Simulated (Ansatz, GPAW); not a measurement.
# Geometry or basis: what sets the conductance of an In chain with a Cu atom bridging one bond, part 4 of 4

Aim: the conductance of an In chain with a Cu atom bridging one bond after relaxation, and whether geometry, basis or functional moves it most.

GPAW 26.7.0 and Ansatz 0.2.0; Ansatz plane waves; relaxation of the junction with the lead ends held (the session's first sound run).

So far, transmission at the Fermi level (one spin): step 3 (plane-wave reference (PBE)) 1.29; step 5 (single-zeta polarised basis, PBE, GPAW) 1.29; step 6 (GPAW, sz: basis = "sz(dzp)", PBE, GPAW) 1.29; step 7 (RPBE in the dzp basis: xc = "RPBE") 1.26; step 8 (the structure as built: geometry = "as built", PBE, GPAW) 2.24.

## Step 10: The levels side by side

The curves are compared point by point over the common energies.

This step: comparison of transmission and cost over codes, levels and geometry (GPAW 26.7.0).

Ladder, by row:

| step | code | T at the Fermi level (sum over the listed spins) | conductance (G0) | r.m.s. T(E) from the first | wall time (s) | peak memory (GiB) | threads |
| --- | --- | --- | --- | --- | --- | --- | --- |
| pw-pbe | Ansatz | 1.295 | 1.289 | 0 | 105.1 | 3.625 | 4 |
| dzp | GPAW | 1.274 | 1.265 | 0.09808 | 142.4 | 1.23 | 1 |
| szp | GPAW | 1.287 | 1.279 | 0.1032 | 127.5 | 1.2 | 1 |
| sz | GPAW | 1.295 | 1.288 | 0.1233 | 86.41 | 1.08 | 1 |
| dzp-RPBE | GPAW | 1.262 | 1.253 | 0.1196 | 131.9 | 1.23 | 1 |
| asbuilt | GPAW | 2.237 | 2.226 | 0.3866 | 111.1 | 1.23 | 1 |

Transmission, zone mean, sum over the listed spins against energy, zero at the Fermi level:

| energy (eV) | pw-pbe | dzp | szp | sz | dzp-RPBE | asbuilt |
| --- | --- | --- | --- | --- | --- | --- |
| -2.000 | 0.144 | 0.0482 | 5.5e-9 | 0.164 | 0.133 | 0.0161 |
| -1.875 | 0 | 3.3e-8 | 5.8e-9 | 0.638 | 3.1e-7 | 9.0e-7 |
| -1.500 | 0 | 1.8e-9 | 9.5e-10 | 6.7e-9 | 2.3e-9 | 5.2e-8 |
| -1.000 | 0.0896 | 0.102 | 0.0984 | 0.148 | 0.106 | 0.00385 |
| -0.500 | 0.326 | 0.349 | 0.366 | 0.371 | 0.357 | 0.885 |
| 0.000 | 1.29 | 1.27 | 1.29 | 1.29 | 1.26 | 2.24 |
| 0.500 | 2.21 | 2.16 | 2.20 | 2.09 | 2.15 | 2.50 |
| 0.900 | 2.66 | 2.63 | 2.63 | 2.52 | 2.64 | 2.69 |
| 1.000 | 2.65 | 2.64 | 2.63 | 2.55 | 2.65 | 2.73 |
| 1.500 | 2.42 | 2.53 | 2.53 | 2.45 | 2.53 | 2.77 |
| 1.850 | 2.61 | 2.85 | 2.71 | 2.56 | 2.65 | 2.66 |
| 2.000 | 2.61 | 2.22 | 2.93 | 2.72 | 2.00 | 2.48 |

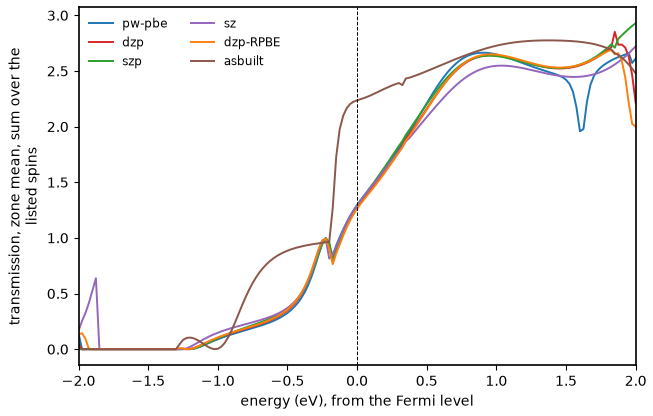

Transmission, zone mean, sum over the listed spins, plotted against energy.

## Step 11: Density threshold 0.01

The Hamiltonian is taken from the last density. The density threshold is one of the tests that end the cycle; the energy must settle too, so a loose value may not be the test that decides.

This step: GPAW LCAO, PAW setups; Landauer transmission from Green's functions with principal layers (ASE), zero bias (GPAW 26.7.0).

Input file run.py:

```python
import json
import numpy as np
from ase import Atoms
from ase.transport.calculators import TransportCalculator
from gpaw import GPAW, FermiDirac
from gpaw.lcao.tools import get_lcao_hamiltonian
from scipy.linalg import eigh

# The junction with lead layers at both ends, along the third cell vector
device = Atoms(
    ['In', 'In', 'In', 'In', 'In', 'In', 'Cu', 'In', 'In', 'In', 'In', 'In', 'In'],
    positions=[
        [4.50000, 4.50000, 1.47500],
        [4.50000, 4.50000, 4.42500],
        [4.50000, 4.50000, 7.37500],
        [4.50000, 4.50000, 10.32500],
        [4.95525, 3.82083, 13.33131],
        [4.40047, 4.81086, 16.28252],
        [6.50125, 4.44537, 17.79320],
        [4.38573, 4.16522, 19.29950],
        [4.98219, 5.14093, 22.25732],
        [4.50000, 4.50000, 25.27500],
        [4.50000, 4.50000, 28.22500],
        [4.50000, 4.50000, 31.17500],
        [4.50000, 4.50000, 34.12500]],
    cell=[[9.0, 0.0, 0.0], [0.0, 9.0, 0.0], [0.0, 0.0, 35.6]],
    pbc=True)

# One principal layer of the lead: the first 3 atoms of the device
lead = Atoms(
    ['In', 'In', 'In'],
    positions=[
        [4.50000, 4.50000, 1.47500],
        [4.50000, 4.50000, 4.42500],
        [4.50000, 4.50000, 7.37500]],
    cell=[[9.0, 0.0, 0.0], [0.0, 9.0, 0.0], [0.0, 0.0, 8.85]],
    pbc=True)

settings = dict(mode='lcao', basis='dzp', xc='PBE', h=0.2,
                occupations=FermiDirac(0.1), maxiter=250,
                mixer=dict(beta=0.1, nmaxold=8, weight=100.0),
                convergence=dict(density=0.01))
energies = np.arange(-2, 2 + 1e-9, 0.025)
eta = 0.0001
n1, n2 = 1, 1
# k and -k transmit alike, so half of the mesh across the current serves
mesh = [(i, j) for i in range(n1) for j in range(n2) if (i, j) <= (-i % n1, -j % n2)]
weights = np.array([1 if (i, j) == (-i % n1, -j % n2) else 2 for i, j in mesh]) / (n1 * n2)

# [... helper functions left out ...]
fermi_lead = ground_state(lead, (1, 1, 13), 'lead.txt')
fermi_device = ground_state(device, (1, 1, 2), 'device.txt')
# [... loop over the mesh left out, but for ...]
        # Shift the lead onto the potential of the device's first layer
        shift = ((H[:, 0, 0] - H0[:, 0, 0]) / S0[0, 0]).real.mean()
# [...]
kT = 8.617333e-5 * 300
bias = [0.1, 0.2, 0.5, 1.0, 1.5, 2.0]
# [... integrals and printing left out ...]
```

Launch:

```console
$ OMP_NUM_THREADS=1 OPENBLAS_NUM_THREADS=1 python run.py
```

Log:

```text
basis functions: device 291, principal layer 69
Fermi level: lead -2.1996 eV, device -2.1012 eV; lead shifted by 0.0057 eV
largest coupling past the next layer 1.88e-06 eV, largest misfit of the first layer 0.034 eV
  E-E_F (eV)   T (one spin)  channels
    -2.000    6.4505e-02    1.0000
    -1.975    3.9233e-02    1.0000
    -1.950    1.1825e-06    0.0000
    -1.925    2.2957e-05    0.0000
    -1.900    3.0186e-07    0.0000
    -1.875    3.9249e-08    0.0000
    -1.850    2.1075e-07    0.0000
    -1.825    3.5365e-09    0.0000
    -1.800    2.4896e-09    0.0000
    -1.775    1.7587e-09    0.0000
    -1.750    1.3303e-09    0.0000
    -1.725    1.0753e-09    0.0000
    -1.700    9.2236e-10    0.0000
    -1.675    8.3445e-10    0.0000
    -1.650    7.9290e-10    0.0000
    -1.625    7.8935e-10    0.0000
[...]
1.825    2.7024e+00    3.0000
     1.850    2.7229e+00    3.0000
     1.875    2.7329e+00    3.0000
     1.900    2.7368e+00    3.0000
     1.925    2.7159e+00    3.0000
     1.950    2.6475e+00    3.0000
     1.975    2.4981e+00    3.0000
     2.000    2.2620e+00    3.0000
conductance at 300 K: 1.2384 G0 a cell; thermopower -10.88 uV/K
current from the zero-bias T(E) at 0.1 V: 9.591 uA
current from the zero-bias T(E) at 0.2 V: 19.144 uA
current from the zero-bias T(E) at 0.5 V: 47.901 uA
current from the zero-bias T(E) at 1.0 V: 96.308 uA
current from the zero-bias T(E) at 1.5 V: 147.08 uA
current from the zero-bias T(E) at 2.0 V: 200.58 uA
```

Elapsed: 1.8 min, on 1 thread of Intel Xeon Platinum 8259CL at 2.50GHz (Skylake/Cascade Lake), shared host; peak memory 1.2 GiB.

The run finished with changed settings (conv = 0.01); it serves as a test.

Side by side:

| quantity | this run | sound run | difference |
| --- | --- | --- | --- |
| conductance (G₀) | 1.2384 | 1.2655 | -0.0271 |
| largest coupling past the next principal layer (eV) | 1.883e-6 | 1.883e-6 | -8.4e-11 |
| largest misfit of the first principal layer (eV) | 0.033804 | 0.038978 | -0.00517 |
| shift that aligns the lead (eV) | 0.0057163 | -0.0065295 | 0.0122 |
| transmission at the Fermi level (one spin) | 1.2391 | 1.2742 | -0.0351 |

## Step 12: Results

```
conductance                                        : 1.27 G₀
transmission at the Fermi level, mean of the spins : 1.27
open channels of the lead there                    : 3
```

What this shows: In the dzp basis the junction conducts 1.27 G₀ at 300 K, with T = 1.27 a spin at the Fermi level; the sz basis reaches that conductance within 10 %. Relaxation moved atoms by up to 0.82 Å and took the conductance from 2.23 to 1.27 G₀, as a ratio a larger change than the step from dzp to the minimal basis. Plane waves (PBE) give T = 1.29 there. The scatterer reflects about 58 % of the incoming channels at the Fermi level. At the Fermi level the three most open eigenchannels pass 0.98, 0.26 and 0.041. Measured against the first run (pw-pbe), the nearest curve is that of dzp (r.m.s. 0.098) and the farthest that of asbuilt (0.39). Over the compared runs wall time goes from 86 s (sz) to 142 s (dzp), on a shared host; the plane-wave run used 4 threads and the orbital runs 1. The leads kept an estimated spacing and the cell its length, so the junction may be under some tension or compression. The run had no spin polarisation, so a magnetic state, which chains and small molecules with open shells often have, wasn't tested. Spin-orbit coupling is left out, which matters for the heavy atoms here. An evenly spaced straight chain is an idealisation: free chains tend to dimerise, zigzag or, where a band edge lies near the Fermi level, turn magnetic. The currents use the zero-bias T(E) throughout, which holds only while the bias is small against the distance to the nearest feature. The thermopower isn't quoted: it samples T(E) farther from the Fermi level than the conductance does, and the energy grid wasn't tested for it.

[Logs are printed without paths, hosts, clocks, repeated set-up lines and the standing remarks that a program may print on its own settings, such as how far it seeks lower states.]

[Hosts, paths, dates, database ids (printed as entryN), source tags and the programs' standing remarks are cut or masked in the printed files.]
